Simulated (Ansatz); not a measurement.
```yaml
atoms:
  - { symbol: Al, position_ang: [-1.0959, 0.3033, -0.7705] }
  - { symbol: C, position_ang: [0.5851, -0.6526, -1.0691] }
  - { symbol: F, position_ang: [-2.6930, 0.0592, -1.2747] }
  - { symbol: F, position_ang: [-0.6926, 1.7583, 0.0598] }
  - { symbol: H, position_ang: [-0.1854, -0.1575, 2.4281] }
  - { symbol: F, position_ang: [-0.9521, -0.5987, 2.1573] }
  - { symbol: H, position_ang: [0.8571, 1.0638, 0.5761] }
  - { symbol: F, position_ang: [1.4061, 0.7347, 1.2525] }
  - { symbol: H, position_ang: [0.5147, -1.3733, -1.8899] }
  - { symbol: H, position_ang: [0.8696, -1.1921, -0.1615] }
  - { symbol: H, position_ang: [1.3863, 0.0549, -1.3081] }
```

Not at a stationary point (largest force 1.5 eV/Å).

Theory: Ansatz 0.2.0, RKS PBE0-D4/6-31G.

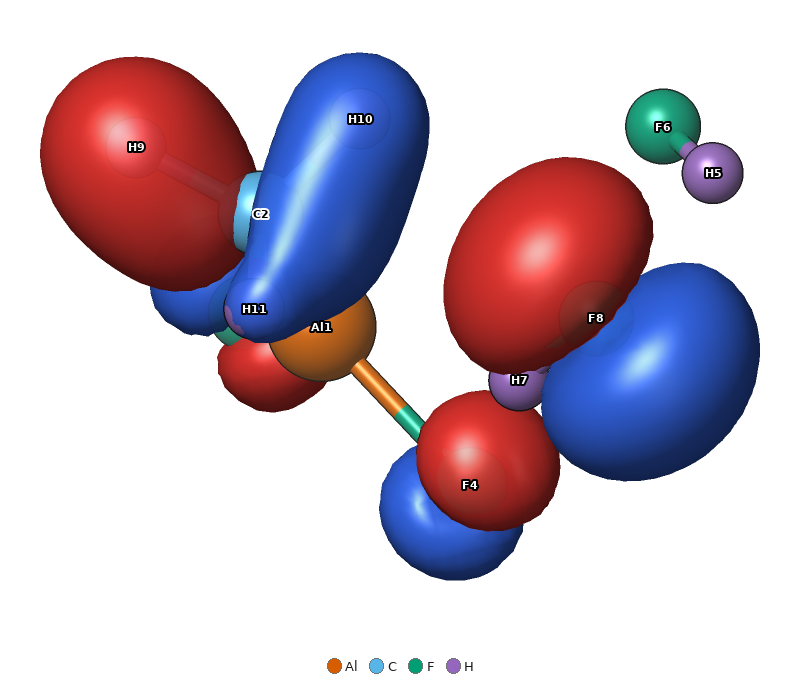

CH3AlF2···HF···HF. The HOMO−1 at ±0.1 Å⁻³ᐟ² (red and blue are the two phases), seen from one side.

What is the character of this orbital?

Answer. Its weight (Hirshfeld) is mainly on F8 (about 65 %), C2 (about 10 %) and F4 (about 5 %). Its energy is −10.95 eV.
